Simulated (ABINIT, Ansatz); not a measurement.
**CsPbCl3 (Pm-3m): G0W0 with ABINIT, start to end**

Wanted: ground state, empty states, screening and self-energy for CsPbCl3 (Pm-3m).

Program: ABINIT 10.8.3. Level of theory: PBE and many-body steps on it, plane waves. Results are calculated unless marked as measured.

**1. The starting structure**

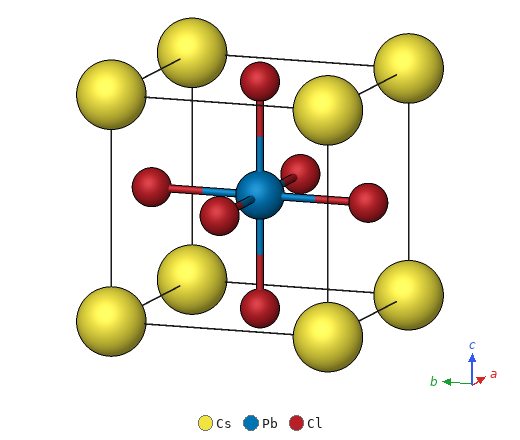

Start, viewed from a free direction; caesium yellow, lead blue, chlorine red. Some periodic images of atoms are drawn too.

The cell and positions come from the Crystallography Open Database and are kept as given unless a step says otherwise. Spin-orbit coupling is left out unless a step names it.

**2. Ground state**

This step: ABINIT 10.8.3; DFT, PBE, plane waves, norm-conserving pseudopotentials.

The ground-state density comes first.

The input, run.abi:

```
acell 3*1.0 Angstrom
rprim 
  5.605000000000 0.000000000000 0.000000000000
  0.000000000000 5.605000000000 0.000000000000
  0.000000000000 0.000000000000 5.605000000000
ntypat 3
znucl 55 82 17
natom 5
typat 1 2 3 3 3
xred 
  0.000000000000 0.000000000000 0.000000000000
  0.500000000000 0.500000000000 0.500000000000
  0.500000000000 0.500000000000 0.000000000000
  0.000000000000 0.500000000000 0.500000000000
  0.500000000000 0.000000000000 0.500000000000
pp_dirpath "pseudos"
pseudos "Cs.upf, Pb.upf, Cl.upf"
ecut 32
ngkpt 4 4 4
nshiftk 1
shiftk 0 0 0
kptopt 1
chksymbreak 0
nband 32
occopt 1
tolvrs 1e-08
nstep 60
prtwf 0
optforces 0
optstress 0
indata_prefix "in"
outdata_prefix "out"
tmpdata_prefix "tmp"
```

On the command line:

```
> OMP_NUM_THREADS=1 mpirun -n 4 abinit run.abi > log
```

Numbers of over 12 decimals in the logs are rounded to 6 here.

Log:

```text
.Version 10.8.3 of ABINIT. v10.8.2 released Aug 2026.

 Symmetries : space group Pm -3 m (#221); Bravais cP (primitive cubic)
================================================================================
 Values of the parameters that define the memory need of the present run
     intxc =       0    ionmov =       0      iscf =       7    lmnmax =       8
     lnmax =       8     mgfft =      54  mpssoang =       4    mqgrid =    3001
     natom =       5  nloc_mem =       1    nspden =       1   nspinor =       1
    nsppol =       1      nsym =      48    n1xccc =    2501    ntypat =       3
    occopt =       1   xclevel =       2
-    mband =          32        mffmem =           1         mkmem =           3
       mpw =       10315          nfft =      157464          nkpt =          10
================================================================================
  Rough estimation (10% accuracy) of disk space for files :
================================================================================

--------------------------------------------------------------------------------
------------- Echo of variables that govern the present computation ------------
--------------------------------------------------------------------------------
 -outvars: echo values of preprocessed input variables --------
            acell      1.8897261259E+00  1.8897261259E+00  1.8897261259E+00 Bohr

      chksymbreak           0
             ecut      3.20000000E+01 Hartree
-          fftalg         312

              ixc     -101130
              kpt      0.00000000E+00  0.00000000E+00  0.00000000E+00
                       2.50000000E-01  0.00000000E+00  0.00000000E+00
                       5.00000000E-01  0.00000000E+00  0.00000000E+00
                       2.50000000E-01  2.50000000E-01  0.00000000E+00
                       5.00000000E-01  2.50000000E-01  0.00000000E+00
                       5.00000000E-01  5.00000000E-01  0.00000000E+00
                       2.50000000E-01  2.50000000E-01  2.50000000E-01
                       5.00000000E-01  2.50000000E-01  2.50000000E-01
                       5.00000000E-01  5.00000000E-01  2.50000000E-01
                       5.00000000E-01  5.00000000E-01  5.00000000E-01
         kptrlatt        4    0    0      0    4    0      0    0    4
          kptrlen      4.23676597E+01
P           mkmem           3
            natom           5
            nband          32
            ngfft          54      54      54
             nkpt          10
            nstep          60
             nsym          48
           ntypat           3
              occ      2.000000  2.000000  2.000000  2.000000  2.000000  2.000000
                       2.000000  2.000000  2.000000  2.000000  2.000000  2.000000
                       2.000000  2.000000  2.000000  2.000000  2.000000  2.000000
                       2.000000  2.000000  2.000000  2.000000  2.000000  2.000000
                       2.000000  2.000000  0.000000  0.000000  0.000000  0.000000
                       0.000000  0.000000
        optforces           0
        optstress           0
            prtwf           0
            rprim      5.6050000000E+00  0.0000000000E+00  0.0000000000E+00
                       0.0000000000E+00  5.6050000000E+00  0.0000000000E+00
[...]
spgroup         221

           tolvrs      1.00000000E-08

             xred      0.0000000000E+00  0.0000000000E+00  0.0000000000E+00
[...]
znucl       55.00000   82.00000   17.00000

================================================================================

 chkinp: Checking input parameters for consistency.

================================================================================
== DATASET  1 ==================================================================
-   mpi_nproc: 4, omp_nthreads: 1 (-1 if OMP is not activated)

--- !DatasetInfo
iteration_state: {dtset: 1, }
dimensions: {natom: 5, nkpt: 10, mband: 32, nsppol: 1, nspinor: 1, nspden: 1, mpw: 10315, }
cutoff_energies: {ecut:  32.0, pawecutdg:  -1.0, }
electrons: {nelect:   5.20000000E+01, charge:   0.00000000E+00, occopt:   1.00000000E+00, tsmear:   1.00000000E-02, }

 Real(R)+Recip(G) space primitive vectors, cartesian coordinates (Bohr,Bohr^-1):
 R(1)= 10.5919149  0.0000000  0.0000000  G(1)=  0.0944116  0.0000000  0.0000000
 R(2)=  0.0000000 10.5919149  0.0000000  G(2)=  0.0000000  0.0944116  0.0000000
 R(3)=  0.0000000  0.0000000 10.5919149  G(3)=  0.0000000  0.0000000  0.0944116
 Unit cell volume ucvol=  1.1882928E+03 bohr^3
 Angles (23,13,12)=  9.00000000E+01  9.00000000E+01  9.00000000E+01 degrees

 getcut: wavevector=  0.0000  0.0000  0.0000  ngfft=  54  54  54
         ecut(hartree)=     32.000   => boxcut(ratio)=   2.00207

--- Pseudopotential description ------------------------------------------------
- Cs Generated using ONCVPSP code by D. R. Hamann
- 55.00000   9.00000  171031                  znucl, zion, pspdat
12 -101130 3 -1 2414                          pspcod,pspxc,lmax,lloc,mmax
     nproj     2     2     2     2
  pspatm : epsatm=   22.81663564
         --- l  ekb(1:nproj) -->
[...]
pspatm: atomic psp has been read  and splines computed

- Pb Generated using ONCVPSP code by D. R. Hamann
- 82.00000  22.00000  220131                  znucl, zion, pspdat
12 -101130 3 -1 1692                          pspcod,pspxc,lmax,lloc,mmax
     nproj     2     2     2     1
  pspatm : epsatm=   27.21822286
         --- l  ekb(1:nproj) -->
[...]
3    9.337611
 pspatm: atomic psp has been read  and splines computed

- Cl Generated using ONCVPSP code by D. R. Hamann
- 17.00000   7.00000  171031                  znucl, zion, pspdat
12 -101130 2 -1 1028                          pspcod,pspxc,lmax,lloc,mmax
     nproj     2     2     2     0
  pspatm : epsatm=    9.12776517
         --- l  ekb(1:nproj) -->
[...]
pspatm: atomic psp has been read  and splines computed

   4.02574401E+03                                ecore*ucvol(ha*bohr**3)
--------------------------------------------------------------------------------

_setup2: Arith. and geom. avg. npw (full set) are   10275.234   10275.182

================================================================================

--- !BeginCycle
iteration_state: {dtset: 1, }
solver: {iscf: 7, nstep: 60, nline: 4, wfoptalg: 0, }
tolerances: {tolvrs: 1.00E-08, }

     iter   Etot(hartree)      deltaE(h)  residm     vres2
 ETOT  1  -282.09127707631    -2.821E+02 3.367E-01 2.303E+02
 ETOT  2  -282.63218172564    -5.409E-01 6.445E-03 2.387E+01
 ETOT  3  -282.63623625471    -4.055E-03 8.149E-03 6.134E+00
 ETOT  4  -282.63648421894    -2.480E-04 1.144E-03 6.246E-01
 ETOT  5  -282.63651776948    -3.355E-05 5.387E-04 1.494E-01
 ETOT  6  -282.63652215599    -4.387E-06 1.679E-04 2.358E-02
 ETOT  7  -282.63652346236    -1.306E-06 7.571E-05 4.557E-03
 ETOT  8  -282.63652366616    -2.038E-07 8.369E-05 2.074E-04
 ETOT  9  -282.63652367534    -9.183E-09 3.768E-05 4.005E-06
 ETOT 10  -282.63652367576    -4.252E-10 3.799E-05 2.413E-07
 ETOT 11  -282.63652367582    -5.139E-11 1.735E-05 4.773E-09

 At SCF step   11       vres2   =  4.77E-09 < tolvrs=  1.00E-08 =>converged.

--- !ResultsGS
iteration_state: {dtset: 1, }
comment   : Summary of ground state results
lattice_vectors:
- [ 10.5919149,   0.0000000,   0.0000000, ]
- [  0.0000000,  10.5919149,   0.0000000, ]
- [  0.0000000,   0.0000000,  10.5919149, ]
lattice_lengths: [  10.59191,   10.59191,   10.59191, ]
lattice_angles: [ 90.000,  90.000,  90.000, ] # degrees, (23, 13, 12)
lattice_volume:   1.1882928E+03
convergence: {deltae: -5.139E-11, res2:  4.773E-09, residm:  1.735E-05, diffor:  0.000E+00, }
etotal    :  -2.82636524E+02
entropy   :   0.00000000E+00
fermie    :   1.02427899E-01
cartesian_stress_tensor: null
pressure_GPa: null
xred      :
- [  0.0000E+00,   0.0000E+00,   0.0000E+00, Cs]
- [  5.0000E-01,   5.0000E-01,   5.0000E-01, Pb]
- [  5.0000E-01,   5.0000E-01,   0.0000E+00, Cl]
- [  0.0000E+00,   5.0000E-01,   5.0000E-01, Cl]
- [  5.0000E-01,   0.0000E+00,   5.0000E-01, Cl]
cartesian_forces: null
force_length_stats: {min: null, max: null, mean: null, }

 Integrated electronic density in atomic spheres:
 ------------------------------------------------
 Atom  Sphere_radius  Integrated_density
[...]
================================================================================

 ----iterations are completed or convergence reached----

 Mean square residual over all n,k,spin=   12.519E-08; max=  17.347E-06
 reduced coordinates (array xred) for    5 atoms
       0.000000000000      0.000000000000      0.000000000000
       0.500000000000      0.500000000000      0.500000000000
       0.500000000000      0.500000000000      0.000000000000
       0.000000000000      0.500000000000      0.500000000000
       0.500000000000      0.000000000000      0.500000000000
 rms dE/dt=  0.0000E+00; max dE/dt=  0.0000E+00; dE/dt below (all hartree)
    1       0.000000000000      0.000000000000      0.000000000000
    2       0.000000000000      0.000000000000      0.000000000000
    3       0.000000000000      0.000000000000      0.000000000000
    4       0.000000000000      0.000000000000      0.000000000000
    5       0.000000000000      0.000000000000      0.000000000000

 cartesian coordinates (angstrom) at end:
    1      0.000000     0.000000     0.000000
    2      2.802500     2.802500     2.802500
    3      2.802500     2.802500     0.000000
    4      0.000000     2.802500     2.802500
    5      2.802500     0.000000     2.802500
 length scales=  1.889726125908  1.889726125908  1.889726125908 bohr
              =  1.000000000000  1.000000000000  1.000000000000 angstroms
 prteigrs : about to open file out_EIG
 Fermi (or HOMO) energy (hartree) =   0.10243   Average Vxc (hartree)=  -0.29278
 Eigenvalues (hartree) for nkpt=  10  k points:
 kpt#   1, nband= 32, wtk=  0.01563, kpt=  0.0000  0.0000  0.0000 (reduced coord)
  -5.02370   -2.88158   -2.88158   -2.88158   -0.68291   -0.51653   -0.51653   -0.50762
  -0.50762   -0.50762   -0.45513   -0.42305   -0.42305   -0.19776   -0.19776   -0.19776
  -0.14101   -0.06948   -0.06948   -0.06948    0.00536    0.00536    0.00536    0.00927
   0.00927    0.00927    0.22532    0.25983    0.25983    0.29325    0.29325    0.29325
 prteigrs : prtvol=0 or 1, do not print more k-points.

--- !EnergyTerms
iteration_state     : {dtset: 1, }
comment             : Components of total free energy in Hartree
kinetic             :  8.08797040700819E+01
hartree             :  1.00499096126179E+02
xc                  : -5.43967834896113E+01
Ewald energy        : -1.33017418738071E+02
psp_core            :  3.38783852564955E+00
local_psp           : -3.03728844613565E+02
non_local_psp       :  2.37398844435198E+01
total_energy        : -2.82636523675816E+02
total_energy_eV     : -7.69093161296399E+03
band_energy         : -3.80895010693657E+01

== END DATASET(S) ==============================================================
================================================================================

 -outvars: echo values of variables after computation  --------
           etotal     -2.8263652368E+02
            nband          32
             nkpt          10
          spgroup         221
 [... the other variables as echoed above ...]

 Calculation completed.
```

Run time: 54 s. Hardware: 4 MPI ranks of Arm Neoverse V1, shared host; peak memory 0.48 GiB; 3.6 min of CPU time.

This step gave:

```yaml
total_energy: -7690.9316 eV
gap: 1.932 eV
k_of_the_valence_top: 0.5, 0.5, 0.5
k_of_the_conduction_bottom: 0.5, 0.5, 0.5
least_direct_gap: 1.932 eV
```

The gap is direct, at (0.500, 0.500, 0.500).

(Continued in part 2 of 3.)

[Paths, hosts, dates, memory and timing lines, banners, echoed tables and standing remarks are left out of the program output.]

[Logs are printed without paths, hosts, clocks, repeated set-up lines and the standing remarks that a program may print on its own settings, such as how far it seeks lower states.]

[Runs of the session that timed out or met a known fault of the program may be left out.]

[Hosts, paths, dates, database ids (printed as entryN), source tags and the programs' standing remarks are cut or masked in the printed files.]

[G0W0 gaps are taken among the corrected bands and points alone; a level outside them can change the order at an edge.]

[Where Ansatz stands beside ABINIT at settings called matched, ABINIT's density can come from a denser mesh and the files from another edition; pairs whose starting gaps differed by over 0.03 eV were left out, so agreement reads better than it is.]
